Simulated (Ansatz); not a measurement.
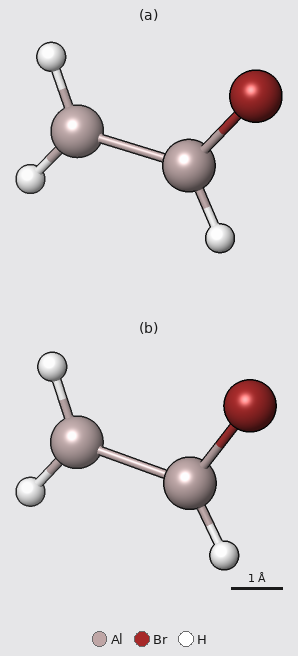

The structure of Al2H3Br before (top) and after (bottom) a relaxation, at one scale.

The picture is a ball-and-stick view, seen from a free direction.

All numbers below come from Ansatz, RKS PBE0-D4/def2-TZVP.

The input:
```yaml
crystal:
  periodic: [false, false, false]
  atoms:
    - {symbol: Al, position_ang: [-0.996530, 0.483620, -0.788680]}
    - {symbol: Al, position_ang: [0.960990, -0.243480, 0.671620]}
    - {symbol: Br, position_ang: [1.185280, -2.296130, 1.601900]}
    - {symbol: H, position_ang: [-2.158570, -0.536310, -1.085870]}
    - {symbol: H, position_ang: [-1.165580, 1.908060, -1.436570]}
    - {symbol: H, position_ang: [2.174410, 0.684230, 1.037600]}
basis:
  gaussian: {orbitals: def2-TZVP}
hamiltonian: {xc: pbe0, dispersion: d4}
relax: {f_tol: 0.005, max_steps: 200}
```

Run as
```bash
ansatz run in.yaml --threads 2 --pin off --events-out ev --progress --plain --max-ram 4352MiB
```

Q: Summarise the run.

A: After 6 geometry steps the energy has fallen by 4.52 kJ/mol. The largest force component goes from 0.3 to 0.0026 eV/Å. The atom that moves furthest after the best rigid fit is Br3 (0.14 Å). Largest moves by element: Br 0.14 Å, H 0.12 Å, Al 0.10 Å. Among the contacts that change: Al1–Al2 2.548 → 2.600 Å, Al1–H4 1.574 → 1.589 Å, Al2–Br3 2.265 → 2.276 Å. Bond angles that change, for instance: Al1–Al2–Br3 124.8° → 116.6°, Al1–Al2–H6 124.0° → 129.5°, Al2–Al1–H5 125.2° → 121.3°.
